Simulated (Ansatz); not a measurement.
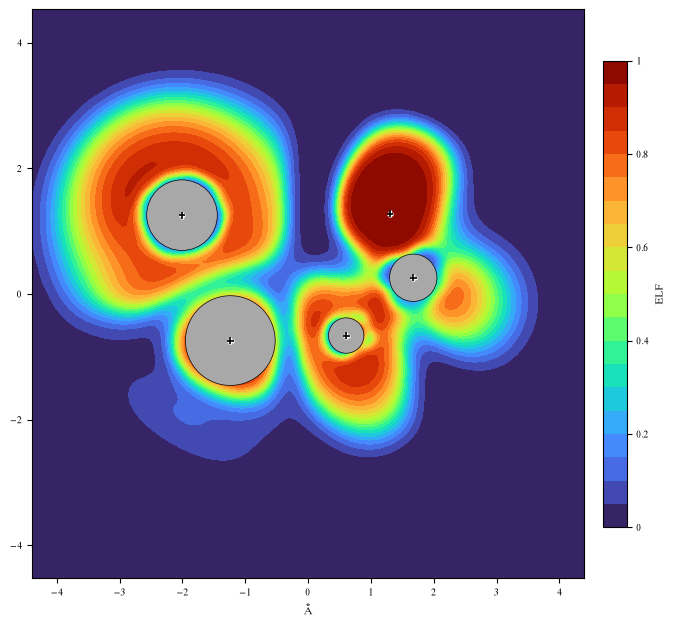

The electron localisation function on a plane through atoms (crosses mark nuclei in the plane; grey discs cover the cores).

Method: RKS PBE0-D4/def2-TZVPP (Ansatz).

Candidates:
A. C3H6FGa (SMILES C=[CH][Ga]([CH3])[F])
B. CH4O3SW (SMILES C[O][W](=[O])([OH])=[S])
C. C5H8O (SMILES C#CCCCO)

Q: Which candidate gave the map?

A: Candidate B: CH4O3SW on the plane of atoms O2, W3 and S6, which holds C, O, W, S and H. C–O (1.41 Å): the ELF peaks at about 0.90 between the atoms: a shared but strongly polarised pair. W–S (2.14 Å): the ELF peaks at about 0.75 in the valence shell of S, 0.8 Å from its nucleus, and is about 0.50 at the midpoint.
